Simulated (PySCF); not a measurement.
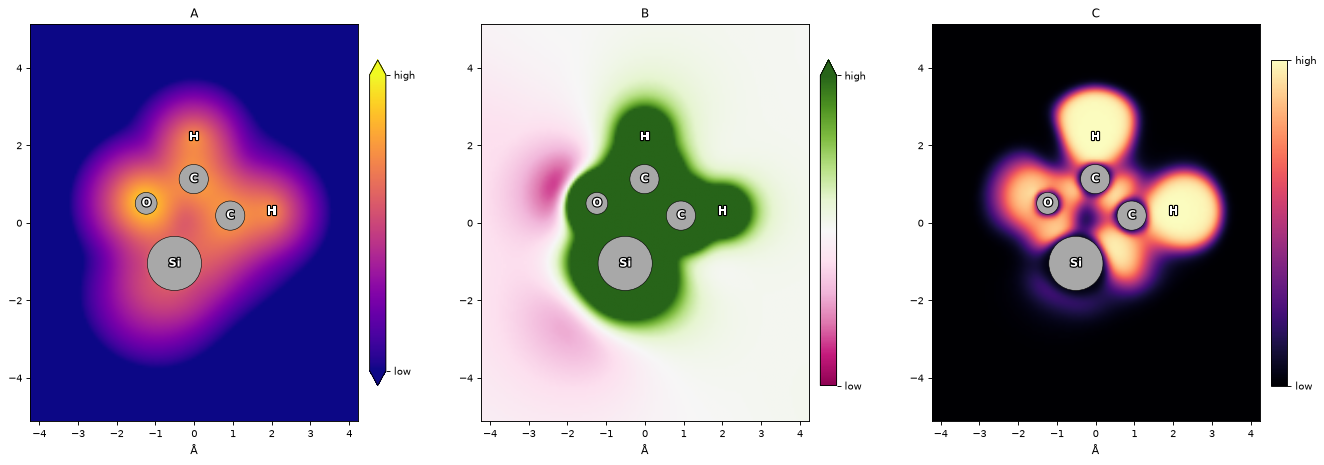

C3H5NO2Si: 3 fields on the plane of atoms C5, C6 and H12, with unlabelled colour scales. Grey discs cover the atomic cores.

Geometry: GFN2-xTB.

Level of theory: PBE0/pcSseg-1, SCF density, gas phase, non-relativistic in PySCF.

Input

```
{"job": {"kind": "nmr", "xc": "PBE0", "basis": "pcSseg-1"}, "charge": 0, "multiplicity": 1}
C      2.374184    -0.685184     0.029996
N      1.559815     0.221518    -0.228057
Si    -0.043019     0.585769     0.270856
O      0.058644     2.066979     0.915195
C     -1.398538    -0.642525     0.765841
C     -1.890214    -0.435574    -0.455014
O     -1.084664     0.488080    -1.085720
H      3.342265    -0.671985    -0.464679
H      2.201614    -1.508179     0.727773
H     -0.639061     2.692883     0.735713
H     -1.746313    -1.302158     1.535084
H     -2.733517    -0.810311    -1.008295
```

Launched as:

```sh
OMP_NUM_THREADS=1 python probes_run.py task.json out
```

Match the panels to the quantities (electron density, electron localisation function and electrostatic potential).

Answer. Panel A: electron density. Panel B: electrostatic potential (strongly positive close to the atoms, with negative regions outside electron-rich atoms). Panel C: electron localisation function. From the grid: C–C (1.33 Å): the density is about 2.3 e/Å³ at the midpoint; the ELF peaks at about 0.90 between the atoms: a short, multiple covalent bond. C–O (1.38 Å): ρ at the midpoint is about 2.2 e/Å³, with its minimum of 2 e/Å³ about 0.5 Å from C; the ELF peaks at about 0.85 between the atoms; a shared but strongly polarised pair.
